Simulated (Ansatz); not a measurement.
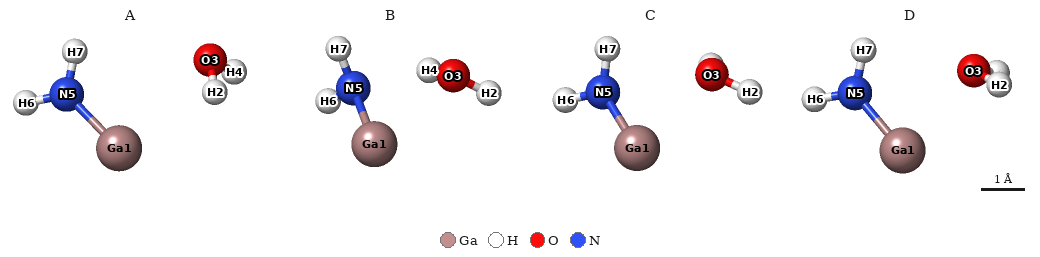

4 geometries from one relaxation of GaNH₄O, in shuffled order. A ball-and-stick model, seen at a tilt.

The run prepares an end point of a later path (reaction) calculation, from a guessed geometry.

The calculation used Ansatz 0.2.0, RKS B3LYP/def2-SVP. Settings: no spin polarisation; force threshold 0.03 eV/Å; at most 50 steps.

Order the frames from highest to lowest energy.

Answer. A, D, C, B. They are steps 0, 11, 22, 33, at +17.1 kJ/mol, +7.99 kJ/mol, +6.07 kJ/mol relative to the last. After 26 accepted moves (33 points after the start) the energy has fallen by 17.1 kJ/mol. The largest force component goes from 0.75 to 0.016 eV/Å. The line search rejected the trial steps at points 1, 8, 10, 14, 18, 25, 29 of the run. The forces were under the threshold at step 11, but the run went on from there. H4 moves most after the best rigid fit: 1.52 Å. By element the largest moves are H 1.52 Å, Ga 0.74 Å, N 0.64 Å, O 0.55 Å. Near-neighbour distances that change, for instance: Ga1–O3 2.983 → 2.452 Å, Ga1–N5 1.873 → 1.968 Å, O3–H4 0.969 → 0.993 Å, H2–O3 0.985 → 0.968 Å. Among the angles between lasting bonds that change: Ga1–N5–H6 125.8° → 118.9°, Ga1–N5–H7 124.4° → 119.0°, H2–O3–H4 102.6° → 106.4°. Cost: 46 s on 2 threads of Arm Neoverse V2, on a shared host, peak memory 0.15 GiB.

Limits of the set-up: the start holds two separate molecules, 2.8 Å apart at their closest, whose relative position is a soft coordinate and is computed without a dispersion correction.
